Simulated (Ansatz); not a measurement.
# USVWN5/def2-SVPD run of CH5OSi (SMILES [CH2][SiH2]O)

What is the vertical ionisation energy of CH5OSi at USVWN5/def2-SVPD? 

The results are computed with Ansatz 0.2.0.

54 further runs of the same task are left out: 54 set aside as unsound or not needed.

### 1 Starting point

CH5OSi: 8 atoms, total charge 0, spin state doublet. As SMILES, `[CH2][SiH2]O`. The shape is that of a PBE0-D4/def2-TZVP optimisation. This is one conformer, not always the lowest.

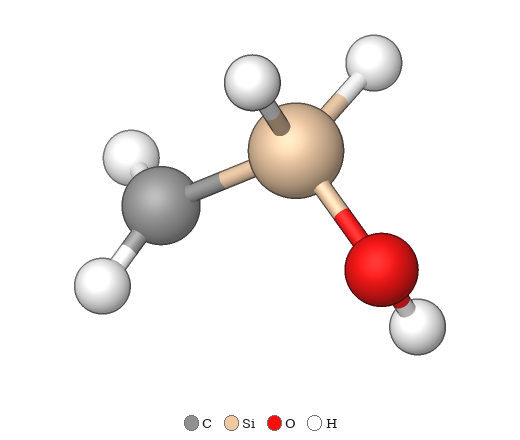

Viewed from a chosen angle; carbon grey, silicon light orange, oxygen red, hydrogen white.

### 2 The energy at USVWN5/def2-SVPD

job.yaml reads:

```yaml
basis:
  gaussian:
    orbitals: def2-SVPD
crystal:
  periodic: [false, false, false]
  atoms:
    - {symbol: C, position_ang: [-0.861500, 0.517800, -0.791400]}
    - {symbol: Si, position_ang: [0.654000, -0.005200, 0.111100]}
    - {symbol: O, position_ang: [0.302800, -0.724400, 1.554400]}
    - {symbol: H, position_ang: [-0.970800, 0.416800, -1.867000]}
    - {symbol: H, position_ang: [-1.703100, 0.991500, -0.293300]}
    - {symbol: H, position_ang: [1.495600, 1.161100, 0.480600]}
    - {symbol: H, position_ang: [1.431000, -0.912300, -0.779800]}
    - {symbol: H, position_ang: [-0.255800, -1.502300, 1.529400]}
accuracy: high
hamiltonian:
  xc: {name: SVWN5}
output:
  orbitals: {seedname: orbitals}
magnetization:
  spin_polarized: true
  initial_magnetization: 1
```

Launch:

```console
ansatz run job.yaml --threads 1 --pin off --max-ram 3480MiB --events-out events.jsonl --progress --plain --runs-dir runs
```

The program printed:

```text
Warning: RAYON_NUM_THREADS=1 ignored (pool sized by the plan → 1); use --threads N
Functional definition: SVWN5
  name "SVWN5"
  exchange = slater_x
  correlation = vwn5_c
2123 factors; integrals over basis functions are off by at most 3.5e-9 eV
mean field evaluation 1: about -10971.2868 eV, gradient 4.8e1 eV
mean field evaluation 2: about -10935.3727 eV, gradient 1.0e2 eV
mean field evaluation 4: about -10980.3821 eV, gradient 8.4e0 eV
mean field evaluation 8: about -10980.7500 eV, gradient 6.4e-2 eV
mean field evaluation 16: about -10980.7500 eV, gradient 2.4e-5 eV
mean field -10980.74997619 eV, -403.5351186053 hartree, gradient 5.1e-8 eV, S^2 0.752194; 0 other end points of the search recorded, 0 dependent functions left out
reference -10980.74998040 eV, -403.5351187601 hartree; 17, 16 occupied and 90, 91 virtual orbitals, 2123 factors
Total energy: -10980.74998040 eV, -403.5351187601 hartree
```

Run time: 7.2 s. Hardware: 1 thread of AMD EPYC 7R43 (Zen 3), shared host; peak memory 0.32 GiB.

### 3 The singlet cation, same level

molecule.yaml reads:

```yaml
crystal:
  periodic: [false, false, false]
  atoms:
    - symbol: C
      position_ang: [-0.861500, 0.517800, -0.791400]
    - symbol: Si
      position_ang: [0.654000, -0.005200, 0.111100]
    - symbol: O
      position_ang: [0.302800, -0.724400, 1.554400]
    - symbol: H
      position_ang: [-0.970800, 0.416800, -1.867000]
    - symbol: H
      position_ang: [-1.703100, 0.991500, -0.293300]
    - symbol: H
      position_ang: [1.495600, 1.161100, 0.480600]
    - symbol: H
      position_ang: [1.431000, -0.912300, -0.779800]
    - symbol: H
      position_ang: [-0.255800, -1.502300, 1.529400]
basis:
  gaussian: {orbitals: def2-SVPD}
output: {orbitals: {seedname: orbitals}}
total_charge: 1
hamiltonian: {xc: {name: SVWN5}}
accuracy: high
```

Launch:

```console
ansatz run molecule.yaml --threads 1 --pin off --max-ram 3480MiB --events-out events.jsonl --progress --plain --runs-dir runs
```

The program printed:

```text
Warning: RAYON_NUM_THREADS=1 ignored (pool sized by the plan → 1); use --threads N
[... 4 set-up lines as earlier in the session ...]
2124 factors; integrals over basis functions are off by at most 3.5e-9 eV
mean field evaluation 1: about -10954.0501 eV, gradient 9.5e1 eV
mean field evaluation 2: about -10828.9044 eV, gradient 2.0e2 eV
mean field evaluation 4: about -10950.2768 eV, gradient 7.2e1 eV
mean field evaluation 8: about -10971.4483 eV, gradient 9.4e-1 eV
mean field evaluation 16: about -10971.4478 eV, gradient 1.1e-4 eV
mean field -10971.44780087 eV, -403.1932699674 hartree, gradient 1.7e-8 eV, S^2 0.000000; 1 other end points of the search recorded, 0 dependent functions left out
reference -10971.44780543 eV, -403.1932701350 hartree; 16, 16 occupied and 91, 91 virtual orbitals, 2124 factors
Total energy: -10971.44780543 eV, -403.1932701350 hartree
```

It took 6 s on 1 thread of AMD EPYC 7R43 (Zen 3), shared host; peak memory 0.29 GiB.

### 4 Summary of results

Level: USVWN5/def2-SVPD.

| quantity | value |
| --- | --- |
| doublet CH5OSi: total energy | -403.53512 Eh |
| doublet CH5OSi: HOMO energy (highest over α and β) | -5.78 eV |
| doublet CH5OSi: LUMO energy (lowest over α and β) | -4.30 eV |
| doublet CH5OSi: ⟨S²⟩ | 0.752 |
| singlet cation: total energy | -403.19327 Eh |
| singlet cation: HOMO energy | -13.54 eV |
| singlet cation: LUMO energy | -12.63 eV |
| singlet cation: HOMO–LUMO gap | 0.91 eV |
| vertical ionisation energy (to the singlet cation) | 9.302 eV |

What this shows: Removing an electron at fixed nuclei costs 9.30 eV (898 kJ/mol). Only the singlet of the ionised species was computed; a triplet could lie lower.
